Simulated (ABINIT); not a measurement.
**Beyond one shot: SrTiO3 (Tausonite)**

How far does self-consistency move the gap of SrTiO3 (Tausonite)?

Main program and level: ABINIT 10.8.3; PBEsol and many-body steps on it, plane waves.

**The experiments to reproduce.**

- Gap 3.77 eV: direct gap (M0 critical point); spectroscopic ellipsometry, second-derivative fit; 300 K; bulk crystal (commercial single crystal) (“Optical probe of ferroelectric order in bulk and thin film perovskite titanates”, 2013, arxiv:1309.1245).

Most raw output is cut from this account.

## 1. Set-up

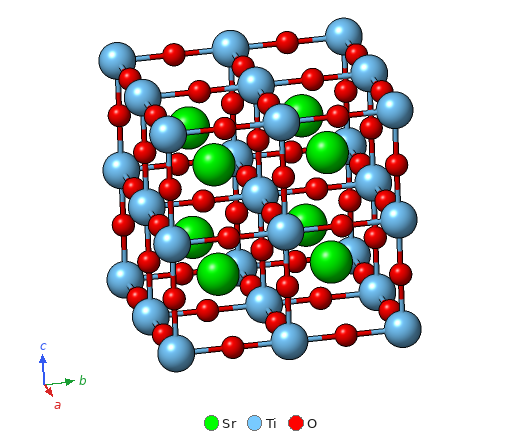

The cell as given, slightly off an axis (strontium green, titanium blue, oxygen red). 2×2×2 cells are drawn. Some periodic images of atoms are drawn too.

The cell and positions come from the Crystallography Open Database and are kept as given unless a step says otherwise.

## 2. Empty states on the mesh, 4×4×4 mesh, 208 bands

This step: ABINIT 10.8.3; DFT, PBEsol, plane waves, norm-conserving pseudopotentials.

The sums over transitions need many empty states on a uniform mesh; this step solves for them.

Input file run.abi:

```
acell 3*1.0 Angstrom
rprim 
  3.905280000000 0.000000000000 0.000000000000
  0.000000000000 3.905280000000 0.000000000000
  0.000000000000 0.000000000000 3.905280000000
ntypat 3
znucl 38 22 8
natom 5
typat 1 2 3 3 3
xred 
  0.500000000000 0.500000000000 0.500000000000
  0.000000000000 0.000000000000 0.000000000000
  0.500000000000 0.000000000000 0.000000000000
  0.000000000000 0.500000000000 0.000000000000
  0.000000000000 0.000000000000 0.500000000000
pp_dirpath "pseudos"
pseudos "Sr.upf, Ti.upf, O.upf"
ecut 38
ngkpt 4 4 4
nshiftk 1
shiftk 0 0 0
kptopt 1
chksymbreak 0
irdden 1
istwfk *1
nband 208
prtvol 0
optdriver 6
gwr_task "HDIAGO"
paral_kgb 0
occopt 1
indata_prefix "in"
outdata_prefix "out"
tmpdata_prefix "tmp"
```

Run with:

```bash
> OMP_NUM_THREADS=1 mpirun -n 4 abinit run.abi > log
```

Wall time 2.8 min (4 MPI ranks of Arm Neoverse V2, shared host); peak memory 4.6 GiB.

This step gave:

| Quantity | Value |
| --- | --- |
| gap | 1.854 eV |
| k of the valence top | 0.5, 0.5, 0.5 |
| k of the conduction bottom | 0, 0, 0 |
| least direct gap | 2.212 eV |
| k points computed | 10 |
| lowest point of the top converged band, above the valence top | 108.1047 eV |

On this mesh the gap is 1.854 eV.

The density comes from a self-consistent run that is not shown.

## 3. Screening, 4×4×4 mesh, 200 bands, screening to 179.6 eV

The RPA dielectric matrix is built and inverted for each q.

This step: RPA screening on PBEsol, plane waves, norm-conserving pseudopotentials.

Edit run.abi of step 2 so:

```diff
@@ -23,10 +23,11 @@
 chksymbreak 0
-irdden 1
 istwfk *1
-nband 208
-prtvol 0
-optdriver 6
-gwr_task "HDIAGO"
-paral_kgb 0
 occopt 1
+irdwfk 1
+optdriver 3
+nband 200
+ecuteps 6.6
+inclvkb 2
+awtr 1
+symchi 1
 indata_prefix "in"
```

The job ended after 2.5 min (4 MPI ranks; peak memory 1.7 GiB).

This step gave:

- ε∞ with local fields, on this mesh, along the program's q direction: 6.559
- the same without local fields: 6.939
- plasma frequency: 30.43 eV
- plane waves in the screening matrix: 341

Local fields lower ε∞ by 5 %. On a Γ-centred mesh this coarse the value itself is usually too large, while a short band sum pulls it down.

## 4. G0W0

The self-energy is evaluated for the states that the input lists, and the levels follow from it, in one-shot runs by the linearised quasiparticle equation.

This step: G0W0 on PBEsol, plane waves, norm-conserving pseudopotentials.

Edit run.abi of step 3 so:

```diff
@@ -26,8 +26,21 @@
 irdwfk 1
-optdriver 3
+optdriver 4
 nband 200
+gwcalctyp 0
+ecutsigx 38
+symsigma 1
+nkptgw 4
+kptgw 
+  0.5000000000 0.5000000000 0.5000000000
+  0.0000000000 0.0000000000 0.0000000000
+  0.5000000000 0.0000000000 0.0000000000
+  0.5000000000 0.5000000000 0.0000000000
+bdgw 
+  18 23
+  18 23
+  19 23
+  18 22
 ecuteps 6.6
-inclvkb 2
-awtr 1
-symchi 1
+irdscr 1
+ppmodel 1
 indata_prefix "in"
```

The job ended after 73 s (4 MPI ranks; peak memory 1.7 GiB; 4.9 min of CPU time).

This step gave:

- G0W0 gap on the mesh: 3.544 eV
- starting gap on the mesh: 1.854 eV
- k of the valence top: 0.5, 0.5, 0.5
- k of the conduction bottom: 0, 0, 0
- Z at the valence top: 0.767
- Z at the conduction bottom: 0.782
- least direct G0W0 gap on the computed points: 3.919 eV

The gap on the mesh goes from 1.85 eV to 3.54 eV, a correction of +1.69 eV.

## 5. evGW0, cycle 1

This step: evGW0 on PBEsol, plane waves, norm-conserving pseudopotentials.

Edit run.abi of step 4 so:

```diff
@@ -28,16 +28,28 @@
 nband 200
-gwcalctyp 0
+gwcalctyp 10
 ecutsigx 38
 symsigma 1
-nkptgw 4
+nkptgw 10
 kptgw 
+  0.0000000000 0.0000000000 0.0000000000
+  0.2500000000 0.0000000000 0.0000000000
+  0.5000000000 0.0000000000 0.0000000000
+  0.2500000000 0.2500000000 0.0000000000
+  0.5000000000 0.2500000000 0.0000000000
+  0.5000000000 0.5000000000 0.0000000000
+  0.2500000000 0.2500000000 0.2500000000
+  0.5000000000 0.2500000000 0.2500000000
+  0.5000000000 0.5000000000 0.2500000000
   0.5000000000 0.5000000000 0.5000000000
-  0.0000000000 0.0000000000 0.0000000000
-  0.5000000000 0.0000000000 0.0000000000
-  0.5000000000 0.5000000000 0.0000000000
 bdgw 
-  18 23
-  18 23
-  19 23
-  18 22
+  12 31
+  12 31
+  12 31
+  12 31
+  12 31
+  12 31
+  12 31
+  12 31
+  12 31
+  12 31
 ecuteps 6.6
```

Elapsed: 17 min, on 4 MPI ranks; peak memory 2.4 GiB.

This step gave:

| Property | Result |
| --- | --- |
| quasiparticle gap on the mesh | 4.022 eV |
| gap of the density functional on the mesh | 1.854 eV |
| k of the valence top | 0.5, 0.5, 0.5 |
| k of the conduction bottom | 0, 0, 0 |
| Z at the valence top | 0.767 |
| Z at the conduction bottom | 0.782 |
| least direct quasiparticle gap on the computed points | 4.400 eV |

Against G0W0 in ABINIT (4×4×4 mesh, 200 bands, screening to 179.6 eV, Godby-Needs plasmon pole), the gap moves by +0.478 eV. This first cycle still uses the starting levels; it takes the full correction, at all points of the mesh, and its linearised value is 3.544 eV.

## 6. evGW0, cycle 2

The corrected levels of the last cycle go back in.

Edit run.abi of step 5 so:

```diff
@@ -57,2 +57,3 @@
 ppmodel 1
+irdqps 1
 indata_prefix "in"
```

Elapsed: 17 min, on 4 MPI ranks; peak memory 2.4 GiB.

Numbers from this step:

```yaml
quasiparticle_gap_on_the_mesh: 3.901 eV
gap_of_the_density_functional_on_the_mesh: 1.854 eV
k_of_the_valence_top: 0.5, 0.5, 0.5
k_of_the_conduction_bottom: 0, 0, 0
least_direct_quasiparticle_gap_on_the_computed_points: 4.272 eV
```

Against the cycle before, the gap moves by −0.121 eV.

## 7. evGW0, cycle 3

run.abi is that of step 6.

Run time: 17 min. Hardware: 4 MPI ranks; peak memory 2.4 GiB.

Numbers from this step:

```yaml
quasiparticle_gap_on_the_mesh: 3.897 eV
gap_of_the_density_functional_on_the_mesh: 1.854 eV
k_of_the_valence_top: 0.5, 0.5, 0.5
k_of_the_conduction_bottom: 0, 0, 0
least_direct_quasiparticle_gap_on_the_computed_points: 4.267 eV
```

Against the cycle before, the gap moves by −0.004 eV.

## 8. Screening, 4×4×4 mesh, 200 bands, screening to 179.6 eV

This step: RPA screening on PBEsol, plane waves, norm-conserving pseudopotentials.

Input file run.abi:

```
acell 3*1.0 Angstrom
rprim 
  3.905280000000 0.000000000000 0.000000000000
  0.000000000000 3.905280000000 0.000000000000
  0.000000000000 0.000000000000 3.905280000000
ntypat 3
znucl 38 22 8
natom 5
typat 1 2 3 3 3
xred 
  0.500000000000 0.500000000000 0.500000000000
  0.000000000000 0.000000000000 0.000000000000
  0.500000000000 0.000000000000 0.000000000000
  0.000000000000 0.500000000000 0.000000000000
  0.000000000000 0.000000000000 0.500000000000
pp_dirpath "pseudos"
pseudos "Sr.upf, Ti.upf, O.upf"
ecut 38
ngkpt 4 4 4
nshiftk 1
shiftk 0 0 0
kptopt 1
chksymbreak 0
istwfk *1
occopt 1
irdwfk 1
optdriver 3
nband 200
ecuteps 6.6
inclvkb 2
awtr 1
symchi 1
gwcalctyp 10
mbpt_sciss 2.218 eV
nqptdm 1
qptdm 
  0 0 0
indata_prefix "in"
outdata_prefix "out"
tmpdata_prefix "tmp"
```

Elapsed: 32 s, on 4 MPI ranks; peak memory 1.7 GiB; 2.1 min of CPU time.

This step gave:

| Property | Result |
| --- | --- |
| ε∞ with local fields, on this mesh, along the program's q direction | 4.976 |
| the same without local fields | 5.243 |
| plasma frequency | 30.43 eV |
| plane waves in the screening matrix | 341 |

This screening uses the functional's bands under a rigid shift, the mean opening of the cycle before.

## 9. Screening, 4×4×4 mesh, 200 bands, screening to 179.6 eV

This step: RPA screening on PBEsol from quasiparticle energies, plane waves, norm-conserving pseudopotentials.

Edit run.abi of step 8 so:

```diff
@@ -32,7 +32,15 @@
 symchi 1
+irdqps 1
 gwcalctyp 10
-mbpt_sciss 2.218 eV
-nqptdm 1
+nqptdm 9
 qptdm 
-  0 0 0
+  0.2500000000 0.0000000000 0.0000000000
+  0.5000000000 0.0000000000 0.0000000000
+  0.2500000000 0.2500000000 0.0000000000
+  0.5000000000 0.2500000000 0.0000000000
+  0.5000000000 0.5000000000 0.0000000000
+  0.2500000000 0.2500000000 0.2500000000
+  0.5000000000 0.2500000000 0.2500000000
+  0.5000000000 0.5000000000 0.2500000000
+  0.5000000000 0.5000000000 0.5000000000
 indata_prefix "in"
```

Input file mrgscr.stdin:

```
2
merged
q0_SCR
out_SCR
1
```

Run with:

```bash
> OMP_NUM_THREADS=1 mpirun -n 4 abinit run.abi > log; mrgscr < mrgscr.stdin
```

Run time: 2 min. Hardware: 4 MPI ranks; peak memory 1.6 GiB.

This step gave:

* plasma frequency: 30.43 eV
* plane waves in the screening matrix: 341

This screening reads the quasiparticle levels of the cycle before.

## 10. evGW, cycle 1

This step: evGW on PBEsol, plane waves, norm-conserving pseudopotentials.

Edit run.abi of step 9 so:

```diff
@@ -26,12 +26,10 @@
 irdwfk 1
-optdriver 3
+optdriver 4
 nband 200
-ecuteps 6.6
-inclvkb 2
-awtr 1
-symchi 1
-irdqps 1
 gwcalctyp 10
-nqptdm 9
-qptdm 
+ecutsigx 38
+symsigma 1
+nkptgw 10
+kptgw 
+  0.0000000000 0.0000000000 0.0000000000
   0.2500000000 0.0000000000 0.0000000000
@@ -45,2 +43,17 @@
   0.5000000000 0.5000000000 0.5000000000
+bdgw 
+  12 31
+  12 31
+  12 31
+  12 31
+  12 31
+  12 31
+  12 31
+  12 31
+  12 31
+  12 31
+ecuteps 6.6
+irdscr 1
+ppmodel 1
+irdqps 1
 indata_prefix "in"
```

Run with:

```bash
> OMP_NUM_THREADS=1 mpirun -n 4 abinit run.abi > log
```

Wall time 17 min (4 MPI ranks); peak memory 2.4 GiB; 67 min of CPU time.

Numbers from this step:

```yaml
quasiparticle_gap_on_the_mesh: 4.503 eV
gap_of_the_density_functional_on_the_mesh: 1.854 eV
k_of_the_valence_top: 0.5, 0.5, 0.5
k_of_the_conduction_bottom: 0, 0, 0
least_direct_quasiparticle_gap_on_the_computed_points: 4.857 eV
```

Against G0W0 in ABINIT (4×4×4 mesh, 200 bands, screening to 179.6 eV, Godby-Needs plasmon pole), the gap moves by +0.959 eV.

## 11. Screening, 4×4×4 mesh, 200 bands, screening to 179.6 eV

This step: RPA screening on PBEsol, plane waves, norm-conserving pseudopotentials.

Input file run.abi:

```
acell 3*1.0 Angstrom
rprim 
  3.905280000000 0.000000000000 0.000000000000
  0.000000000000 3.905280000000 0.000000000000
  0.000000000000 0.000000000000 3.905280000000
ntypat 3
znucl 38 22 8
natom 5
typat 1 2 3 3 3
xred 
  0.500000000000 0.500000000000 0.500000000000
  0.000000000000 0.000000000000 0.000000000000
  0.500000000000 0.000000000000 0.000000000000
  0.000000000000 0.500000000000 0.000000000000
  0.000000000000 0.000000000000 0.500000000000
pp_dirpath "pseudos"
pseudos "Sr.upf, Ti.upf, O.upf"
ecut 38
ngkpt 4 4 4
nshiftk 1
shiftk 0 0 0
kptopt 1
chksymbreak 0
istwfk *1
occopt 1
irdwfk 1
optdriver 3
nband 200
ecuteps 6.6
inclvkb 2
awtr 1
symchi 1
gwcalctyp 10
mbpt_sciss 2.857 eV
nqptdm 1
qptdm 
  0 0 0
indata_prefix "in"
outdata_prefix "out"
tmpdata_prefix "tmp"
```

Elapsed: 32 s, on 4 MPI ranks; peak memory 1.7 GiB.

Numbers from this step:

```
ε∞ with local fields, on this mesh, along the program's q direction : 4.698
the same without local fields                                       : 4.946
plasma frequency                                                    : 30.43 eV
plane waves in the screening matrix                                 : 341
```

This screening uses the functional's bands under a rigid shift, the mean opening of the cycle before.

## 12. Screening, 4×4×4 mesh, 200 bands, screening to 179.6 eV

This step: RPA screening on PBEsol from quasiparticle energies, plane waves, norm-conserving pseudopotentials.

Edit run.abi of step 11 so:

```diff
@@ -32,7 +32,15 @@
 symchi 1
+irdqps 1
 gwcalctyp 10
-mbpt_sciss 2.857 eV
-nqptdm 1
+nqptdm 9
 qptdm 
-  0 0 0
+  0.2500000000 0.0000000000 0.0000000000
+  0.5000000000 0.0000000000 0.0000000000
+  0.2500000000 0.2500000000 0.0000000000
+  0.5000000000 0.2500000000 0.0000000000
+  0.5000000000 0.5000000000 0.0000000000
+  0.2500000000 0.2500000000 0.2500000000
+  0.5000000000 0.2500000000 0.2500000000
+  0.5000000000 0.5000000000 0.2500000000
+  0.5000000000 0.5000000000 0.5000000000
 indata_prefix "in"
```

mrgscr.stdin is that of step 9.

Run with:

```bash
> OMP_NUM_THREADS=1 mpirun -n 4 abinit run.abi > log; mrgscr < mrgscr.stdin
```

Wall time 2.1 min (4 MPI ranks); peak memory 1.6 GiB.

Numbers from this step:

| Quantity | Value |
| --- | --- |
| plasma frequency | 30.43 eV |
| plane waves in the screening matrix | 341 |

This screening reads the quasiparticle levels of the cycle before.

## 13. evGW, cycle 2

This step: evGW on PBEsol, plane waves, norm-conserving pseudopotentials.

Edit run.abi of step 12 so:

```diff
@@ -26,12 +26,10 @@
 irdwfk 1
-optdriver 3
+optdriver 4
 nband 200
-ecuteps 6.6
-inclvkb 2
-awtr 1
-symchi 1
-irdqps 1
 gwcalctyp 10
-nqptdm 9
-qptdm 
+ecutsigx 38
+symsigma 1
+nkptgw 10
+kptgw 
+  0.0000000000 0.0000000000 0.0000000000
   0.2500000000 0.0000000000 0.0000000000
@@ -45,2 +43,17 @@
   0.5000000000 0.5000000000 0.5000000000
+bdgw 
+  12 31
+  12 31
+  12 31
+  12 31
+  12 31
+  12 31
+  12 31
+  12 31
+  12 31
+  12 31
+ecuteps 6.6
+irdscr 1
+ppmodel 1
+irdqps 1
 indata_prefix "in"
```

Run with:

```bash
> OMP_NUM_THREADS=1 mpirun -n 4 abinit run.abi > log
```

Run time: 17 min. Hardware: 4 MPI ranks; peak memory 2.4 GiB; 67 min of CPU time.

Numbers from this step:

| Property | Result |
| --- | --- |
| quasiparticle gap on the mesh | 4.605 eV |
| gap of the density functional on the mesh | 1.854 eV |
| k of the valence top | 0.5, 0.5, 0.5 |
| k of the conduction bottom | 0, 0, 0 |
| least direct quasiparticle gap on the computed points | 4.957 eV |

Against the cycle before, the gap moves by +0.102 eV.

## 14. Side by side

Times are wall times on 4 MPI ranks of Arm Neoverse V2, shared host, good to a factor of about two. A run's time includes the screening step that it read.

```csv
run,mesh,bands,screening cutoff (eV),DFT gap (eV),gap on the mesh (eV),direct (eV),ε∞ used,time
G0W0,4×4×4,200,179.6,1.854,3.544,3.919,6.56,3.7 min
"evGW0, cycle 1",4×4×4,200,179.6,1.854,4.022,4.400,6.56,19 min
"evGW0, cycle 2",4×4×4,200,179.6,1.854,3.901,4.272,6.56,19 min
"evGW0, cycle 3",4×4×4,200,179.6,1.854,3.897,4.267,6.56,19 min
"evGW, cycle 1",4×4×4,200,179.6,1.854,4.503,4.857,4.98,19 min
"evGW, cycle 2",4×4×4,200,179.6,1.854,4.605,4.957,4.70,19 min
```

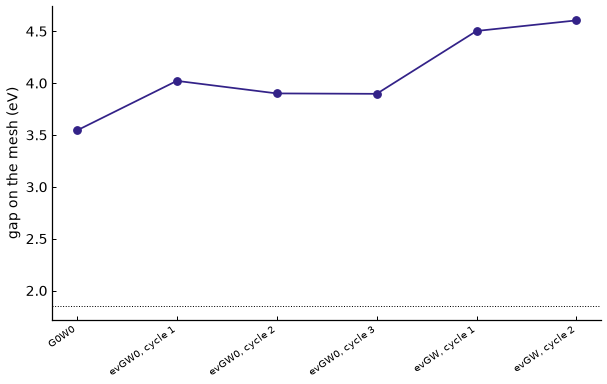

The gap through the cycles; the dotted line is the starting gap.

## 15. Summary of results

- G0W0: 3.544 eV
- evGW0, cycle 1: 4.022 eV
- evGW0, cycle 2: 3.901 eV
- evGW0, cycle 3: 3.897 eV
- evGW, cycle 1: 4.503 eV
- evGW, cycle 2: 4.605 eV
- known limits: not at the basis limit; no spin-orbit coupling; coarse k mesh

What this shows: Only the bands that the input lists are updated; the others, empty or deep, keep the functional's energies or take a rigid shift. The evGW loop starts from the last levels of evGW0, so its cycles and time come on top of those. evGW0 ends at 3.90 eV, +0.35 eV from G0W0, after 3 cycles that took 51 min beside the first screening; the last moved the gap by 0.004 eV. evGW ends at 4.60 eV, +1.06 eV from G0W0, after 2 cycles that took 39 min beside the first screening; the last moved the gap by 0.102 eV, so the loop had not settled. The first cycle of evGW0 takes the full correction, without the factor Z, so it overshoots the one-shot value. Against experiment, by evGW, cycle 2: the direct gap of 4.96 eV lies +1.19 eV from the measured 3.77 eV (direct, 300 K, 2013). An exciton line or allowed optical edge lies below the quasiparticle gap by the binding energy; a forbidden edge can push the onset above it. These are gaps on the mesh, at modest bands and cutoff. The calculation has static nuclei and no excitons; a measured gap holds zero-point and thermal motion, which mostly lowers it. Bands and cutoff are finite, so the gap is not at the basis limit. The miss can reach some tenths of an eV and take either sign; the mesh is an error of its own. The 4×4×4 mesh is coarse for this cell, which bears on the long-range parts of exchange and screening. This is the ideal cubic cell; many perovskites, halides above all, are cubic only on average, and local tilts or off-centring can widen the gap. In the updated screening the q = 0 part is built from Kohn-Sham bands under a rigid shift, the other q from the quasiparticle levels. The many-body steps are scalar-relativistic: spin-orbit coupling is not in them.

[Paths, hosts, dates, memory and timing lines, banners, echoed tables and standing remarks are left out of the program output.]

[Logs are printed without paths, hosts, clocks, repeated set-up lines and the standing remarks that a program may print on its own settings, such as how far it seeks lower states.]

[Runs of the session that timed out or met a known fault of the program may be left out.]

[Hosts, paths, dates, database ids (printed as entryN), source tags and the programs' standing remarks are cut or masked in the printed files.]

[G0W0 gaps are taken among the corrected bands and points alone; a level outside them can change the order at an edge.]

[Where Ansatz stands beside ABINIT at settings called matched, ABINIT's density can come from a denser mesh and the files from another edition; pairs whose starting gaps differed by over 0.03 eV were left out, so agreement reads better than it is.]
